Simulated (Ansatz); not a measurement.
# AlH3O (AlH2(OH)) at 6 levels

Aim: a comparison of 6 runs (HF/STO-3G, CAM-B3LYP/STO-3G, PBE0/STO-3G, UB3LYP/STO-3G, r2SCAN0/STO-3G, BCCD(T)/STO-3G) of AlH3O (AlH2(OH)). 

The results are computed with Ansatz 0.2.0.

56 further runs of the same task are left out: 56 set aside as unsound or not needed.

**1. Starting point**

AlH3O: 5 atoms, total charge 0, spin state singlet. SMILES: `[H][Al]([H])[OH]`. The H2–Al1 distance was set to 2.298 Å, away from the relaxed value. At this shape a bond of the SMILES string is far longer than usual.

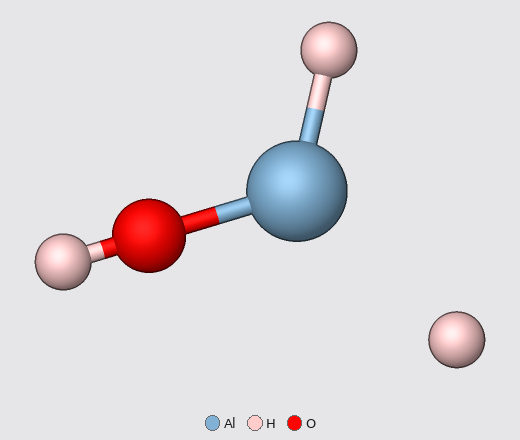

The structure, seen from a chosen angle (aluminium light blue, hydrogen pink, oxygen red).

**2. The energy at HF/STO-3G (run 1)**

Input file molecule.yaml:

```yaml
crystal:
  periodic: [false, false, false]
  atoms:
    - {symbol: Al, position_ang: [-0.491794, 0.468064, -0.053218]}
    - {symbol: H, position_ang: [1.798980, 0.417230, -0.221380]}
    - {symbol: H, position_ang: [-1.244584, 1.785954, -0.255758]}
    - {symbol: O, position_ang: [-1.319014, -0.903086, 0.282712]}
    - {symbol: H, position_ang: [-1.797844, -1.700386, 0.471852]}
basis:
  gaussian:
    orbitals: STO-3G
hamiltonian:
  xc: hf
accuracy: high
```

Run with:

```
$ ansatz run molecule.yaml --threads 1 --pin off --max-ram 2610MiB --events-out events.jsonl --progress --plain --runs-dir runs
```

Log:

```text
Warning: RAYON_NUM_THREADS=1 ignored (pool sized by the plan → 1); use --threads N
Functional definition: HF
  name "HF"
  exchange = exact_x
  correlation = 0
288 factors; integrals over basis functions are off by at most 9.3e-9 eV
mean field evaluation 1: about -8553.6478 eV, gradient 2.4e1 eV
mean field evaluation 2: about -8553.6611 eV, gradient 2.4e1 eV
mean field evaluation 4: about -8556.2941 eV, gradient 1.3e0 eV
mean field evaluation 8: about -8556.3000 eV, gradient 1.1e-4 eV
mean field -8556.29998250 eV, -314.4382246886 hartree, gradient 2.1e-8 eV, S^2 0.000000; 0 other end points of the search recorded, 0 dependent functions left out
reference -8556.29998250 eV, -314.4382246886 hartree; 12, 12 occupied and 5, 5 virtual orbitals, 288 factors
Total energy: -8556.29998250 eV, -314.4382246886 hartree
```

It took 0.24 s on 1 thread of Intel Xeon Platinum 8259CL at 2.50GHz (Skylake/Cascade Lake), shared host.

**3. The energy at CAM-B3LYP/STO-3G (run 2)**

Input file in.yaml:

```yaml
basis:
  gaussian: {orbitals: STO-3G}
crystal:
  periodic: [false, false, false]
  atoms:
    - {symbol: Al, position_ang: [-0.491794, 0.468064, -0.053218]}
    - {symbol: H, position_ang: [1.798980, 0.417230, -0.221380]}
    - {symbol: H, position_ang: [-1.244584, 1.785954, -0.255758]}
    - {symbol: O, position_ang: [-1.319014, -0.903086, 0.282712]}
    - {symbol: H, position_ang: [-1.797844, -1.700386, 0.471852]}
hamiltonian: {xc: {name: CAM-B3LYP}}
accuracy: high
```

Run with:

```
$ ansatz run in.yaml --threads 1 --pin off --max-ram 2610MiB --events-out events.jsonl --progress --plain --runs-dir runs
```

Log:

```text
Warning: RAYON_NUM_THREADS=1 ignored (pool sized by the plan → 1); use --threads N
Functional definition: CAM-B3LYP
  name "CAM-B3LYP"
  parameter alpha = 0.19
  parameter beta = 0.46
  parameter omega = 0.33/bohr
  parameter ac = 0.81
  exchange = (1 - alpha - beta)*b88_x + beta*b88_x_sr(omega) + alpha*exact_x + beta*exact_x_lr(omega)
  correlation = (1 - ac)*vwn5_c + ac*lyp_c
288 factors; integrals over basis functions are off by at most 9.3e-9 eV
133 factors; integrals over basis functions are off by at most 8.3e-10 eV
mean field evaluation 1: about -8575.6615 eV, gradient 2.8e1 eV
mean field evaluation 2: about -8575.7357 eV, gradient 3.2e1 eV
mean field evaluation 4: about -8579.2577 eV, gradient 9.2e-1 eV
mean field evaluation 8: about -8579.2142 eV, gradient 3.2e-3 eV
mean field evaluation 16: about -8579.2142 eV, gradient 4.2e-8 eV
mean field -8579.21420181 eV, -315.2803067162 hartree, gradient 4.2e-8 eV, S^2 0.000000; 0 other end points of the search recorded, 0 dependent functions left out
reference -8579.21421575 eV, -315.2803072284 hartree; 12, 12 occupied and 5, 5 virtual orbitals, 288 factors
Total energy: -8579.21421575 eV, -315.2803072284 hartree
```

Run time: 1.7 s. Hardware: 1 thread of Intel Xeon Platinum 8259CL at 2.50GHz (Skylake/Cascade Lake), shared host; peak memory 0.11 GiB.

**4. A single-point energy at PBE0/STO-3G (run 3)**

Input file run.yaml:

```yaml
crystal:
  periodic: [false, false, false]
  atoms:
    - {symbol: Al, position_ang: [-0.491794, 0.468064, -0.053218]}
    - {symbol: H, position_ang: [1.798980, 0.417230, -0.221380]}
    - {symbol: H, position_ang: [-1.244584, 1.785954, -0.255758]}
    - {symbol: O, position_ang: [-1.319014, -0.903086, 0.282712]}
    - {symbol: H, position_ang: [-1.797844, -1.700386, 0.471852]}
basis:
  gaussian: {orbitals: STO-3G}
hamiltonian: {xc: pbe0}
accuracy: high
```

Run with:

```
$ ansatz run run.yaml --threads 1 --pin off --max-ram 2610MiB --events-out events.jsonl --progress --plain --runs-dir runs
```

Log:

```text
Warning: RAYON_NUM_THREADS=1 ignored (pool sized by the plan → 1); use --threads N
Functional definition: PBE0
  name "PBE0"
  parameter a = 0.25
  parameter kappa = 0.804
  parameter beta = 0.06672455060314922
  exchange = (1 - a)*pbe_x(kappa = kappa, mu = beta*pi^2/3) + a*exact_x
  correlation = pbe_c(beta = beta)
288 factors; integrals over basis functions are off by at most 9.3e-9 eV
mean field evaluation 1: about -8571.9238 eV, gradient 2.9e1 eV
mean field evaluation 2: about -8566.5925 eV, gradient 4.9e1 eV
mean field evaluation 4: about -8575.6919 eV, gradient 2.0e0 eV
mean field evaluation 8: about -8575.6689 eV, gradient 2.3e-2 eV
mean field evaluation 16: about -8575.6689 eV, gradient 7.1e-9 eV
mean field -8575.66890766 eV, -315.1500195594 hartree, gradient 1.1e-8 eV, S^2 0.000000; 0 other end points of the search recorded, 0 dependent functions left out
reference -8575.66890917 eV, -315.1500196148 hartree; 12, 12 occupied and 5, 5 virtual orbitals, 288 factors
Total energy: -8575.66890917 eV, -315.1500196148 hartree
```

Wall time 1.4 s (1 thread of Intel Xeon Platinum 8259CL at 2.50GHz (Skylake/Cascade Lake), shared host); peak memory 0.11 GiB.

Runs 4 to 5 aren't shown in full; the table further down has their settings and results.

**5. A single-point energy at BCCD(T)/STO-3G (run 6)**

Input file run.yaml:

```yaml
crystal:
  periodic: [false, false, false]
  atoms:
    - symbol: Al
      position_ang: [-0.491794, 0.468064, -0.053218]
    - symbol: H
      position_ang: [1.798980, 0.417230, -0.221380]
    - symbol: H
      position_ang: [-1.244584, 1.785954, -0.255758]
    - symbol: O
      position_ang: [-1.319014, -0.903086, 0.282712]
    - symbol: H
      position_ang: [-1.797844, -1.700386, 0.471852]
basis:
  gaussian: {orbitals: STO-3G}
correlation: {method: bccd_t, frozen_orbitals: {Al: 5, H: 0, O: 1}}
scf: {omitted_lower_state_checks: [cluster_reference, increment]}
accuracy: high
```

Run with:

```
$ ansatz run run.yaml --threads 1 --pin off --max-ram 2610MiB --events-out events.jsonl --progress --plain --runs-dir runs
```

Log (excerpt; [...] marks lines left out):

```text
Warning: RAYON_NUM_THREADS=1 ignored (pool sized by the plan → 1); use --threads N
[... 2 set-up lines as earlier in the session ...]
[...]
288 factors; integrals over basis functions are off by at most 9.3e-9 eV
[...]
mean field -8556.29998250 eV, -314.4382246886 hartree, gradient 2.1e-8 eV, S^2 0.000000; 0 other end points of the search recorded, 0 dependent functions left out; unrestricted orbitals would lower it
6 core orbitals not correlated: weight in the atoms' cores, before any rotation towards them, 1.000 or more for the frozen orbitals, at most 0.000 for the correlated occupied ones
reference -8556.29998250 eV, -314.4382246886 hartree; 6, 6 occupied and 5, 5 virtual orbitals, 288 factors
second order -2.20630062 eV of doubles, -0.00000000 eV of singles
cycle   1  -2.68110508 eV  change   -4.7e-1 eV  update   1.1e-1
[...]
cycle  22  -3.11436376 eV  change  -6.2e-10 eV  update  5.6e-10
perturbative correction -0.14444975 eV, -0.0053084305 hartree
Total energy: -8559.55879602 eV, -314.5579838764 hartree
Checks for a lower state left out: cluster_reference, increment
```

Wall time 0.38 s (1 thread of Intel Xeon Platinum 8259CL at 2.50GHz (Skylake/Cascade Lake), shared host).

**6. The series**

```
run             level  frozen core orbitals  energy (Eh)  wall time
  1         HF/STO-3G                     –  -314.438225     0.24 s
  2  CAM-B3LYP/STO-3G                     –  -315.280307      1.7 s
  3       PBE0/STO-3G                     –  -315.150020      1.4 s
  4     UB3LYP/STO-3G                     –  -315.349532      2.5 s
  5    r2SCAN0/STO-3G                     –  -315.275039      3.9 s
  6    BCCD(T)/STO-3G                     6  -314.557984     0.38 s
```

**7. What came out**

| quantity | value |
| --- | --- |
| run 6: total energy | -314.55798 Eh |
| run 6: correlation energy (6 core orbitals frozen) | -119.8 mEh |
| run 6: (T) correction | -5.31 mEh |

What this shows: Totals of different functionals can't be ranked against each other. In run 6 the log says that unrestricted orbitals would lower the reference, so the values rest on an unstable closed-shell determinant (other closed-shell runs at this shape may share the fault). In runs 1, 2, 3, 4, 5, 6 the basis is minimal, so the values are rough. All runs together took 10 s, the longest 3.9 s.
